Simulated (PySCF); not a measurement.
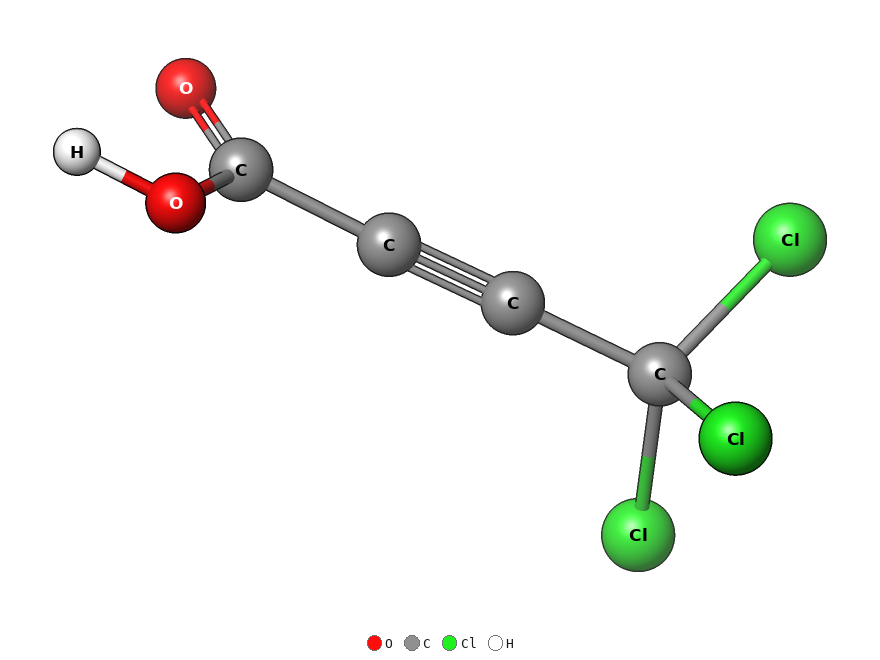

The geometry was computed by an optimisation with GFN2-xTB. No frequency run is at hand to confirm it as a minimum.

Which formula does it have?

Answer. C₄HCl₃O₂, 10 atoms: 4 carbon, 1 hydrogen, 3 chlorine and 2 oxygen.

Name some functional groups or characteristic bonds that it holds.

Answer. Among them: carboxylic acid, alkyne, C–Cl bond.

Describe its rings.

Answer. It has no ring.

How many bonds of each kind are drawn?

Answer. 3 C–C, 3 C–Cl, 2 C–O, 1 O–H.

More results for the same structure follow; atom numbers are the same in all pictures, views and colours differ.

Geometry

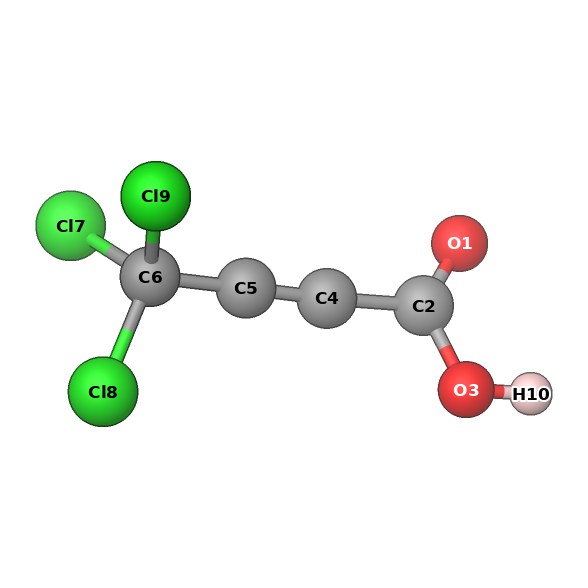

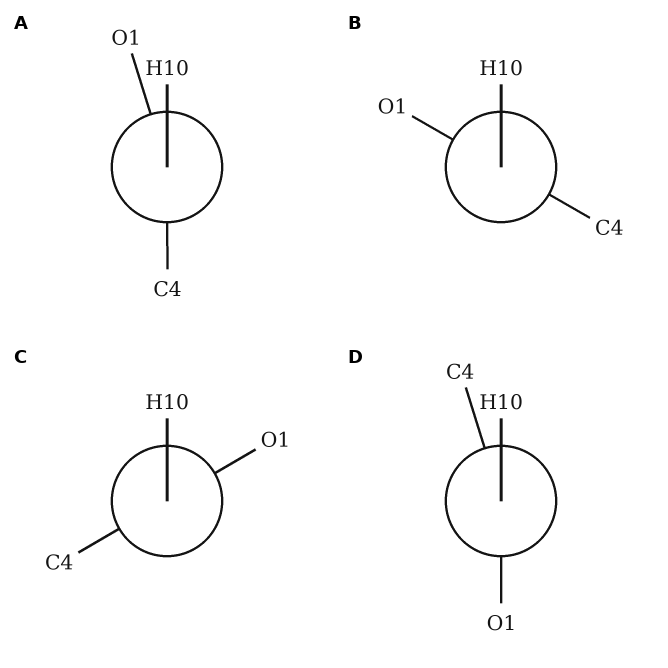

Atoms fade into the background with distance from the viewer. Bonds that would overlap in a projection are set slightly apart. No frequency run is at hand to confirm it as a minimum.

Which Newman projection shows the view along O3–C2, with O3 in front?

Answer. A. The torsion angle H10–O3–C2–O1 is 0°, synperiplanar (eclipsed).

Excitation

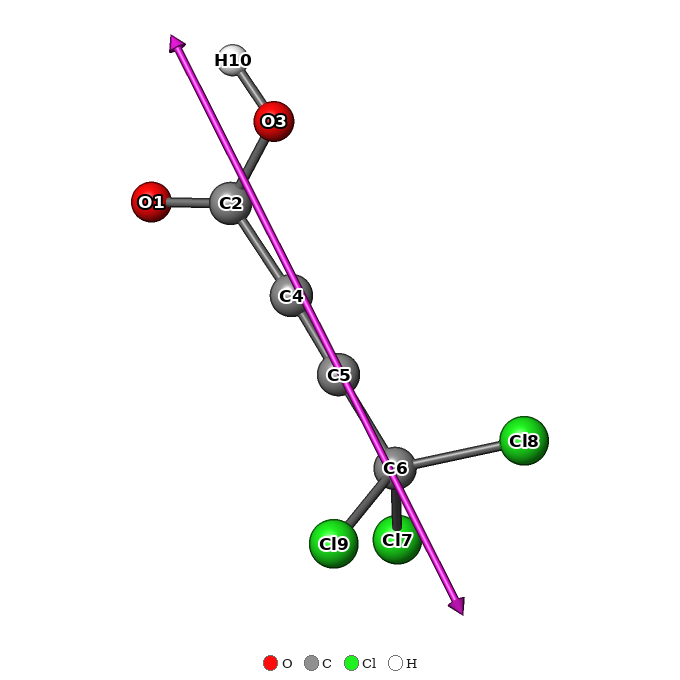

The double arrow shows the direction of the transition dipole to excited singlet state 3 (its length means nothing). No frequency run is at hand to confirm it as a minimum. Level of theory: TDDFT PBE0/def2-SVPD, vertical, gas phase, core orbitals frozen in the response (PySCF 2.14.0).

How is the transition polarised?

Answer. Nearly parallel to the C5–C6 bond.

Where does the transition lie, and how strong is it?

Answer. 5.42 eV (229 nm), oscillator strength 0.059, mainly HOMO−1 → LUMO (weight 0.70); transition dipole 1.70 D.

NMR shielding

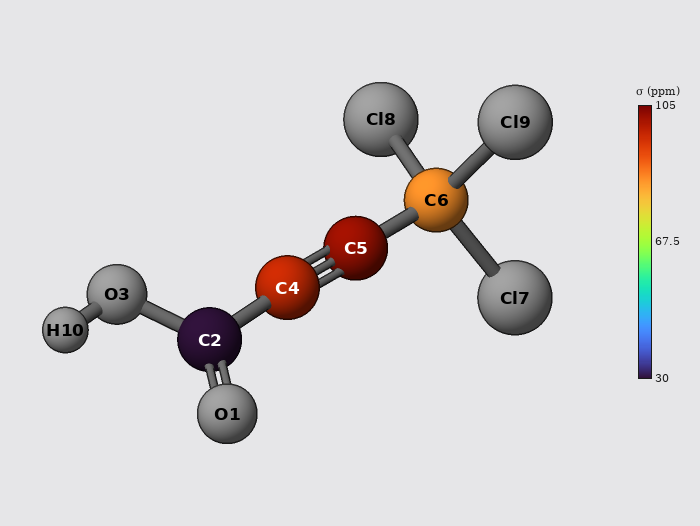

Atoms are coloured by their isotropic NMR shieldings (C only, the others grey). No frequency run is at hand to confirm it as a minimum. Method: GIAO PBE0/pcSseg-1 NMR shielding, non-relativistic, gas phase (PySCF 2.14.0).

Which C atom is the most shielded (lowest chemical shift)?

Answer. C5 (101.2 ppm).

Which C atom is the least shielded (highest chemical shift)?

Answer. C2 (30.3 ppm).

How wide is the range of C shifts?

Answer. 70.9 ppm.

Give the isotropic NMR shieldings of the C atoms atom by atom.

```tsv
atom	σ (ppm)
C2	30.3
C4	96.3
C5	101.2
C6	84.3
```

Quadrupole coupling

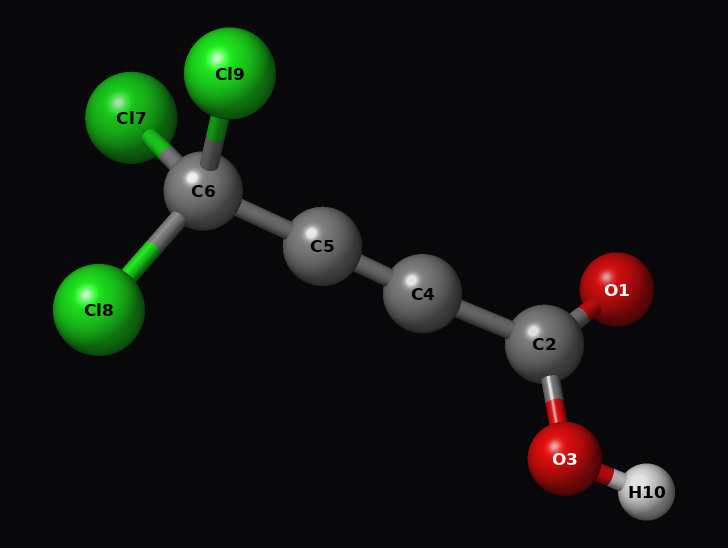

No frequency run is at hand to confirm it as a minimum. Electric field gradients from the ground-state density, PBE0/pcSseg-1 (PySCF 2.14.0), non-relativistic apart from any core potentials.

Give the largest field-gradient component, the quadrupole coupling constant and the asymmetry for 17O at O1 (Q = −25.6 mb), 17O at O3 (Q = −25.6 mb), 35Cl at Cl7 (Q = −81.7 mb), 35Cl at Cl8 (Q = −81.7 mb), 35Cl at Cl9 (Q = −81.7 mb), 2H at H10 (Q = 2.86 mb).

```json
{"atom": "O1", "V_zz (a.u.)": "−1.616", "e²qQ/h (MHz)": "9.72", "η": "0.19"}
{"atom": "O3", "V_zz (a.u.)": "1.638", "e²qQ/h (MHz)": "−9.85", "η": "0.45"}
{"atom": "Cl7", "V_zz (a.u.)": "4.535", "e²qQ/h (MHz)": "−87.1", "η": "0.01"}
{"atom": "Cl8", "V_zz (a.u.)": "4.526", "e²qQ/h (MHz)": "−86.9", "η": "0.01"}
{"atom": "Cl9", "V_zz (a.u.)": "4.534", "e²qQ/h (MHz)": "−87.0", "η": "0.01"}
{"atom": "H10", "V_zz (a.u.)": "0.430", "e²qQ/h (MHz)": "0.289", "η": "0.10"}
```
